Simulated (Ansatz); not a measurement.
# Relaxation of Sb2CSe2, part 2 of 2

Wanted: the geometry at rest of Sb2CSe2 (a known structure type filled with other elements, at an estimated volume), relaxing cell and atoms, and its electronic structure there.

Ansatz 0.2.0; DFT, r2SCAN, no spin polarisation, plane waves, PAW. Relaxing cell and atoms. The steps go on from the part before.

## 4. States by energy

Counts of states in windows (eV from the Fermi level; tetrahedra), total and projected:

```csv
from,to,total,C p,Sb s,Sb p,Se p
-9.0,-8.0,1.54,0.06,0.84,0.04,0.24
-8.0,-7.0,0.71,0.16,0.18,0.15,0.05
-7.0,-6.0,0.85,0.26,0.08,0.26,0.14
-6.0,-5.0,4.50,0.92,0.16,1.52,1.58
-5.0,-4.0,6.31,1.11,0.20,2.02,2.77
-4.0,-3.0,5.69,0.94,0.22,1.59,2.73
-3.0,-2.0,7.23,0.88,0.33,1.54,4.27
-2.0,-1.0,5.59,0.41,0.47,0.84,3.68
-1.0,0.0,3.13,0.37,0.23,0.93,1.53
0.0,1.0,0.90,0.08,0.06,0.46,0.19
1.0,2.0,4.48,0.45,0.14,2.33,1.02
2.0,3.0,7.38,0.61,0.16,3.90,1.89
3.0,4.0,6.27,0.63,0.09,3.14,1.54
```

On the mesh the valence top lies at -0.15 eV and the conduction bottom at 0.12 eV on this scale.

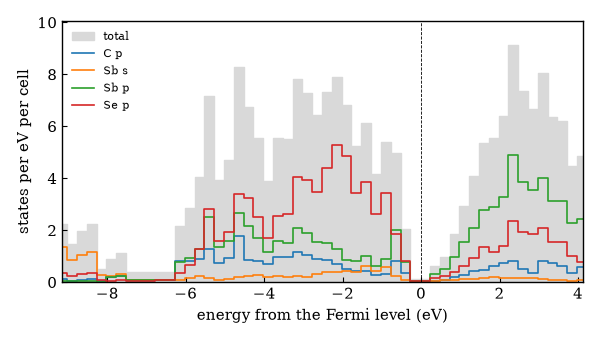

Total and projected density of states, in bins of 0.25 eV.

## 5. Charges

Gathered by element (positive charge: electrons given up): Löwdin charges also hold the electrons that the projection spills.

```
element  atoms  Löwdin charge (e)
     Sb      4     +0.64 to +0.70
      C      2              -0.42
     Se      4     -0.39 to -0.32
```

Löwdin charges rest on a small set of atomic orbitals that misses 0.3 % of the electrons, so they need not add up to the cell's charge and can differ from Bader's even in sign.

## 6. Real-space fields

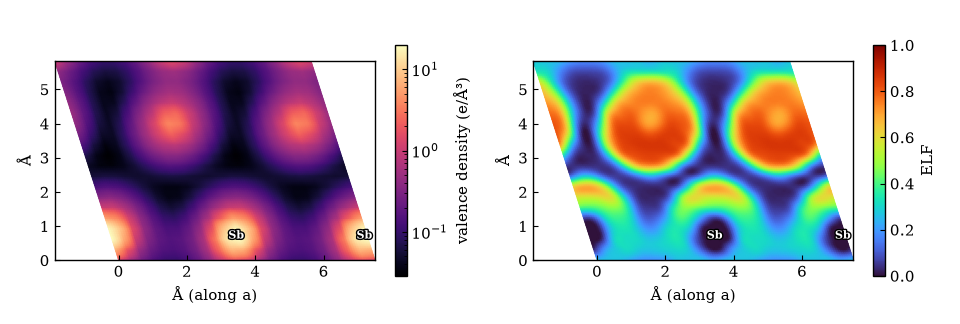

Valence density (left, log scale) and ELF (right) in the plane spanned by a and b at height 0.164 along c (axes of the input's cell); atoms within 0.2 Å are lettered, 2×1 cells. Inside the augmentation spheres the fields are the smooth ones.

At the density minimum on some short contacts:

```
contact  length (Å)  minimum at (fraction)  density (e/Å³)   ELF
  C5–C6       1.329             none clear               –     –
 Sb1–C5       2.283                   0.50           0.599  0.57
Sb3–Se9       2.593                   0.47           0.505  0.61
```

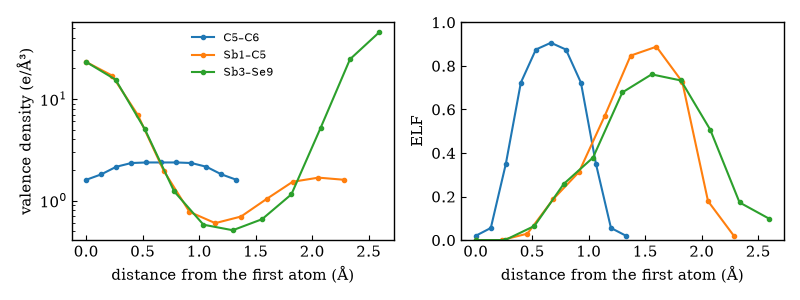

Smooth valence density and ELF along the contacts, at tenths of each length.

## 7. Results

The summary covers parts 1 to 2.

| quantity | value |
| --- | --- |
| moves | 16 |
| energy gained | 876.0 meV/atom |
| largest move | 1.33 Å (C) |
| space group (0.01 Å), before / after | C2/m / C2/m |
| cell | a = 3.751 Å, b = 6.136 Å, c = 12.380 Å, α = 105.83°, β = 81.29°, γ = 107.80° |
| volume | 26.03 Å³/atom (+11.2 %) |
| pressure at the end | 0.00 GPa |
| formation energy (elements from separate runs) | 0.20 eV/atom |
| gap (mesh) | 0.27 eV, indirect |
| least direct gap | 0.49 eV |

What this shows: The volume grew by 11.2 %, and the largest move of an atom is 1.33 Å apart from the change of the cell; the energy fell by 876.0 meV per atom. The shape changed more than that tells: the edges moved by -4, +8, +9 %. With 4 symmetry operations imposed, the end may be a saddle point towards distortions that break them. By a distance rule the end structure falls into sheets, and the functional has no dispersion term: where only weak forces hold such sheets, the spacing at the end is too wide to trust. It is gapped: 0.27 eV, with the least direct gap at 0.49 eV; within 0.7 eV of the edges the states project mainly on Sb p (39 %), Se p (38 %) and C p (16 %) below and Sb p (51 %) and Se p (23 %) above. Spin-orbit coupling is left out, and with elements this heavy it can move the gap by tenths of an eV. Set against separate runs on the elements (Sb A7 rhombohedral, C graphite, Se trigonal (grey) selenium), it forms at 0.20 eV per atom, so at this geometry it is not bound against them.

Keep in mind: a band edge lies within two smearing widths of the Fermi level; the gap is not wide against the smearing.
